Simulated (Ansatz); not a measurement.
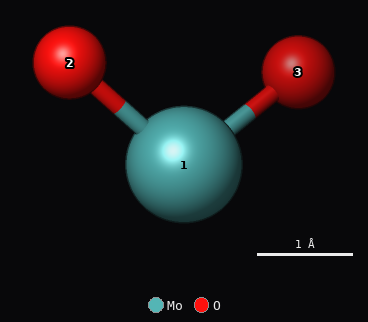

Figure 1. The input geometry (ball-and-stick view, seen at a tilt; atoms are numbered from 1 in the order of the input). Sticks mark near contacts.

# Run report: MoO2, molecular dynamics

System: MoO2.
Method: RKS r2SCAN/def2-SVP (Ansatz 0.2.0).

The geometry comes from this level: r2SCAN-D4/def2-TZVP. Figures and captions count atoms from 1; the log counts them from 0 in places.

The input:
```yaml
crystal:
  periodic: [false, false, false]
  atoms:
    - {symbol: Mo, position_ang: [0.265408, -0.521781, 0.355159]}
    - {symbol: O, position_ang: [-1.349147, -0.207250, 0.043683]}
    - {symbol: O, position_ang: [1.083739, 0.729041, -0.398842]}
basis:
  gaussian: {orbitals: def2-SVP}
hamiltonian: {xc: {name: r2SCAN}}
md: {timestep: 1 fs, n_steps: 15, ensemble: nvt_langevin, temperature: 500, initial_velocities: maxwell_boltzmann, friction: 0.01, seed: 484}
scf: {omitted_lower_state_checks: [starts]}
```

Machine: 4 threads of Arm Neoverse V1, 23 GiB of memory available, shared host.

Command:
```bash
ansatz run in.yaml --threads 4 --pin off --events-out ev --progress --plain --max-ram 3916MiB
```

What the program printed:
```
Functional definition: r2SCAN
  name "r2SCAN"
  cite "Furness, Kaplan, Ning, Perdew & Sun, J. Phys. Chem. Lett. 11, 8208 (2020) doi:10.1021/acs.jpclett.0c02405"
  cite "Furness, Kaplan, Ning, Perdew & Sun, J. Phys. Chem. Lett. 11, 9248 (2020) doi:10.1021/acs.jpclett.0c03077"
  parent r2scan
  parameter k0 = 0.174
  parameter k1 = 0.065
  parameter a1 = 4.9479
  exchange = r2scan_x(k0 = k0, k1 = k1, a1 = a1)
  correlation = r2scan_c
these checks for a lower state are left out or cut short: starts
589 factors; their error is unknown
mean field evaluation 1: about -5931.8723 eV, gradient 8.4e1 eV
mean field evaluation 2: about -5608.2471 eV, gradient 3.3e2 eV
mean field evaluation 4: about -5943.0934 eV, gradient 2.7e1 eV
mean field evaluation 8: about -5945.0278 eV, gradient 3.3e-1 eV
mean field evaluation 16: about -5945.0030 eV, gradient 4.0e-4 eV
mean field -5945.00298663 eV, -218.4748300910 hartree, gradient 2.0e-5 eV, S^2 0.000000; 0 other end points of the search recorded, 0 dependent functions left out
the calculation of the forces begins
reference -5945.00300417 eV, -218.4748307354 hartree; 15, 15 occupied and 44, 44 virtual orbitals, 589 factors
md step     0: t =     0.00 fs  T =   333.3 K  F+E_penalty+E_count = -5945.00298663 eV  E_kin = 0.129260 eV  (31 SCF iters)
these checks for a lower state are left out or cut short: starts, cluster_reference, orbital_swaps, neighbouring_geometries, increment
589 factors; their error is unknown
mean field -5945.00202174 eV, -218.4747946318 hartree, gradient 8.0e-6 eV, S^2 0.000000; 0 other end points of the search recorded, 0 dependent functions left out
[... from here on the field's lines of each further geometry are left out, up to the last ...]
md step     1: t =     1.00 fs  T =   341.4 K  F+E_penalty+E_count = -5945.00202174 eV  E_kin = 0.132380 eV  (36 SCF iters)
md step     2: t =     2.00 fs  T =   346.9 K  F+E_penalty+E_count = -5944.99925454 eV  E_kin = 0.134539 eV  (36 SCF iters)
md step     3: t =     3.00 fs  T =   357.7 K  F+E_penalty+E_count = -5944.99448817 eV  E_kin = 0.138723 eV  (36 SCF iters)
md step     4: t =     4.00 fs  T =   352.1 K  F+E_penalty+E_count = -5944.98747744 eV  E_kin = 0.136525 eV  (36 SCF iters)
md step     5: t =     5.00 fs  T =   339.4 K  F+E_penalty+E_count = -5944.97848454 eV  E_kin = 0.131623 eV  (36 SCF iters)
md step     6: t =     6.00 fs  T =   284.6 K  F+E_penalty+E_count = -5944.96859539 eV  E_kin = 0.110380 eV  (36 SCF iters)
md step     7: t =     7.00 fs  T =   331.6 K  F+E_penalty+E_count = -5944.95762290 eV  E_kin = 0.128571 eV  (36 SCF iters)
md step     8: t =     8.00 fs  T =   351.1 K  F+E_penalty+E_count = -5944.94476167 eV  E_kin = 0.136134 eV  (36 SCF iters)
md step     9: t =     9.00 fs  T =   300.4 K  F+E_penalty+E_count = -5944.93190596 eV  E_kin = 0.116498 eV  (36 SCF iters)
md step    10: t =    10.00 fs  T =   267.1 K  F+E_penalty+E_count = -5944.92184418 eV  E_kin = 0.103569 eV  (36 SCF iters)
md step    11: t =    11.00 fs  T =   310.8 K  F+E_penalty+E_count = -5944.91640044 eV  E_kin = 0.120521 eV  (36 SCF iters)
md step    12: t =    12.00 fs  T =   264.7 K  F+E_penalty+E_count = -5944.91586505 eV  E_kin = 0.102647 eV  (36 SCF iters)
md step    13: t =    13.00 fs  T =   307.0 K  F+E_penalty+E_count = -5944.91853518 eV  E_kin = 0.119055 eV  (37 SCF iters)
md step    14: t =    14.00 fs  T =   325.4 K  F+E_penalty+E_count = -5944.92532115 eV  E_kin = 0.126185 eV  (37 SCF iters)
the calculation of the forces begins
reference -5944.93453335 eV, -218.4723144791 hartree; 15, 15 occupied and 44, 44 virtual orbitals, 589 factors
these checks for a lower state are left out or cut short: starts
589 factors; their error is unknown
mean field -5944.93451567 eV, -218.4723138294 hartree, gradient 1.5e-5 eV, S^2 0.000000; 0 other end points of the search recorded, 0 dependent functions left out
the calculation of the forces begins
reference -5944.93453335 eV, -218.4723144791 hartree; 15, 15 occupied and 44, 44 virtual orbitals, 589 factors
md step    15: t =    15.00 fs  T =   364.2 K  F+E_penalty+E_count = -5944.93451567 eV  E_kin = 0.141218 eV  (15 SCF iters)
```

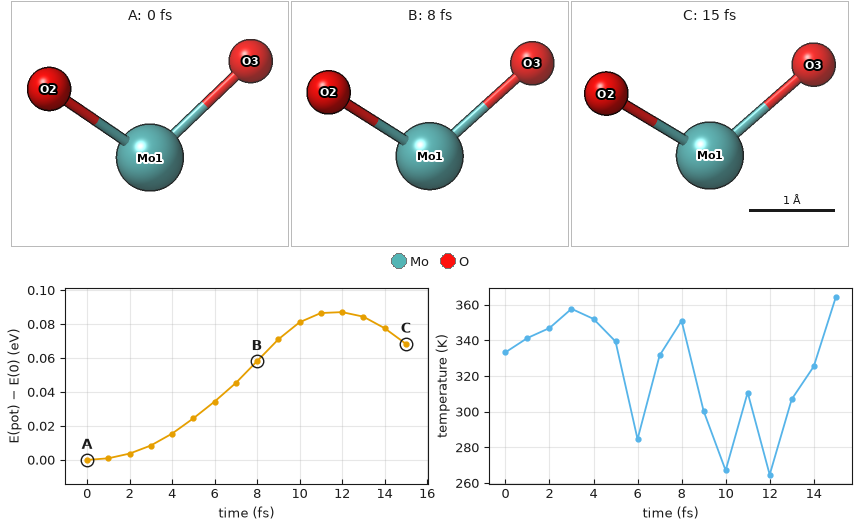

Figure 2. Frames of the molecular dynamics (ball-and-stick, seen at a tilt) above the curves, on which the letters mark them. The trajectory kept here has 16 frames over 15 fs. The temperature starts at 333 K, ranges from 265 to 364 K and averages 311 K over the second half. The potential energy ends 0.068 eV above its first value. After an unweighted best fit of the last frame on the first, the root-mean-square displacement is 0.05 Å.

```
Total energy: -5944.93453335 eV, -218.4723144791 hartree
Atom 0 at     0.260394    -0.517521     0.323984 Å, force     1.111250    -1.737631     0.958938 eV/Å
Atom 1 at    -1.364615    -0.275803     0.110341 Å, force    -1.120748     0.702633    -0.424400 eV/Å
Atom 2 at     1.113616     0.767359    -0.293689 Å, force     0.009498     1.034999    -0.534539 eV/Å
Dipole moment:     0.344094    -0.688971     0.374952 e Å
Checks for a lower state left out: starts
```

Trajectory as extended XYZ (Å, eV, eV/Å), 16 frames, from step=0 to step=15:
```
3
Properties=species:S:1:pos:R:3:forces:R:3 step=0 time_fs=0.0 energy=-5945.00299 temperature=333.3
Mo    0.2654   -0.5218    0.3552   -0.0016   0.0031  -0.0021
O    -1.3491   -0.2072    0.0437    0.0387   0.0131  -0.0058
O     1.0837    0.7290   -0.3988   -0.0371  -0.0161   0.0079
3
Properties=species:S:1:pos:R:3:forces:R:3 step=1 time_fs=1.0 energy=-5945.00202 temperature=341.4
Mo    0.2650   -0.5211    0.3531    0.1838  -0.1638   0.1169
O    -1.3488   -0.2133    0.0488   -0.1421   0.0947  -0.0700
O     1.0871    0.7313   -0.3919   -0.0418   0.0691  -0.0469
3
Properties=species:S:1:pos:R:3:forces:R:3 step=2 time_fs=2.0 energy=-5944.99925 temperature=346.9
Mo    0.2648   -0.5203    0.3507    0.3611  -0.3859   0.2672
O    -1.3478   -0.2192    0.0541   -0.3486   0.1800  -0.1366
O     1.0895    0.7330   -0.3849   -0.0125   0.2058  -0.1306
3
Properties=species:S:1:pos:R:3:forces:R:3 step=3 time_fs=3.0 energy=-5944.99449 temperature=357.7
Mo    0.2648   -0.5196    0.3480    0.5351  -0.6239   0.4230
O    -1.3467   -0.2250    0.0593   -0.5634   0.2651  -0.2017
O     1.0915    0.7345   -0.3777    0.0283   0.3588  -0.2213
3
Properties=species:S:1:pos:R:3:forces:R:3 step=4 time_fs=4.0 energy=-5944.98748 temperature=352.1
Mo    0.2647   -0.5192    0.3454    0.7502  -0.8573   0.5737
O    -1.3450   -0.2307    0.0651   -0.8145   0.3546  -0.2697
O     1.0935    0.7362   -0.3706    0.0644   0.5027  -0.3040
3
Properties=species:S:1:pos:R:3:forces:R:3 step=5 time_fs=5.0 energy=-5944.97848 temperature=339.4
Mo    0.2644   -0.5191    0.3431    1.0228  -1.0541   0.7009
O    -1.3429   -0.2364    0.0713   -1.1002   0.4468  -0.3390
O     1.0953    0.7383   -0.3640    0.0775   0.6073  -0.3619
3
Properties=species:S:1:pos:R:3:forces:R:3 step=6 time_fs=6.0 energy=-5944.96860 temperature=284.6
Mo    0.2640   -0.5192    0.3411    1.3156  -1.1973   0.7933
O    -1.3409   -0.2418    0.0776   -1.3800   0.5330  -0.4018
O     1.0974    0.7408   -0.3579    0.0644   0.6643  -0.3915
3
Properties=species:S:1:pos:R:3:forces:R:3 step=7 time_fs=7.0 energy=-5944.95762 temperature=331.6
Mo    0.2634   -0.5197    0.3393    1.6290  -1.3018   0.8603
O    -1.3388   -0.2465    0.0839   -1.6583   0.6172  -0.4605
O     1.1006    0.7433   -0.3517    0.0294   0.6846  -0.3997
3
Properties=species:S:1:pos:R:3:forces:R:3 step=8 time_fs=8.0 energy=-5944.94476 temperature=351.1
Mo    0.2628   -0.5201    0.3373    1.9374  -1.4180   0.9295
O    -1.3369   -0.2508    0.0900   -1.9369   0.7027  -0.5168
O     1.1044    0.7456   -0.3443   -0.0005   0.7153  -0.4126
3
Properties=species:S:1:pos:R:3:forces:R:3 step=9 time_fs=9.0 energy=-5944.93191 temperature=300.4
Mo    0.2623   -0.5202    0.3354    2.1579  -1.5661   1.0095
O    -1.3359   -0.2552    0.0953   -2.1561   0.7766  -0.5615
O     1.1077    0.7475   -0.3364   -0.0017   0.7895  -0.4480
3
Properties=species:S:1:pos:R:3:forces:R:3 step=10 time_fs=10.0 energy=-5944.92184 temperature=267.1
Mo    0.2618   -0.5200    0.3332    2.2500  -1.7216   1.0849
O    -1.3364   -0.2589    0.0994   -2.2727   0.8275  -0.5872
O     1.1098    0.7493   -0.3285    0.0228   0.8940  -0.4977
3
Properties=species:S:1:pos:R:3:forces:R:3 step=11 time_fs=11.0 energy=-5944.91640 temperature=310.8
Mo    0.2614   -0.5195    0.3308    2.1854  -1.8657   1.1427
O    -1.3390   -0.2620    0.1026   -2.2501   0.8500  -0.5887
O     1.1112    0.7512   -0.3205    0.0647   1.0157  -0.5540
3
Properties=species:S:1:pos:R:3:forces:R:3 step=12 time_fs=12.0 energy=-5944.91586 temperature=264.7
Mo    0.2610   -0.5188    0.3287    1.9984  -1.9536   1.1635
O    -1.3437   -0.2654    0.1052   -2.0927   0.8443  -0.5691
O     1.1124    0.7535   -0.3130    0.0943   1.1093  -0.5944
3
Properties=species:S:1:pos:R:3:forces:R:3 step=13 time_fs=13.0 energy=-5944.91853 temperature=307.0
Mo    0.2608   -0.5182    0.3267    1.7605  -1.9750   1.1472
O    -1.3492   -0.2691    0.1069   -1.8612   0.8199  -0.5375
O     1.1134    0.7568   -0.3061    0.1007   1.1551  -0.6097
3
Properties=species:S:1:pos:R:3:forces:R:3 step=14 time_fs=14.0 energy=-5944.92532 temperature=325.4
Mo    0.2605   -0.5178    0.3252    1.4660  -1.9007   1.0770
O    -1.3562   -0.2727    0.1085   -1.5374   0.7721  -0.4888
O     1.1136    0.7615   -0.2995    0.0714   1.1285  -0.5882
3
Properties=species:S:1:pos:R:3:forces:R:3 step=15 time_fs=15.0 energy=-5944.93452 temperature=364.2
Mo    0.2604   -0.5175    0.3240    1.1113  -1.7376   0.9589
O    -1.3646   -0.2758    0.1103   -1.1207   0.7026  -0.4244
O     1.1136    0.7674   -0.2937    0.0095   1.0350  -0.5345
```

Key numbers:

- outcome: finished
- mean temperature over the second half: 311 K
- trajectory: 15 steps, 15 fs
- ensemble: nvt_langevin
- temperature in the input: 500 K
- time step: 1 fs
- potential energy (last step): −5944.9345 eV
- SCF solution under orbital rotations (last step): stable
- largest force (length of the vector) (last step): 2.275 eV/Å
- dipole moment (last step): 4.11 D
- wall time: 15 s (CPU time 53 s)
- peak memory: 0.24 GiB

Remarks:

So short a trajectory is not equilibrated. The logged temperature at the start can lie below the typed one, since it is counted over all degrees of freedom. The temperature stays far from the 500 K of the thermostat over the second half: the run isn't equilibrated.
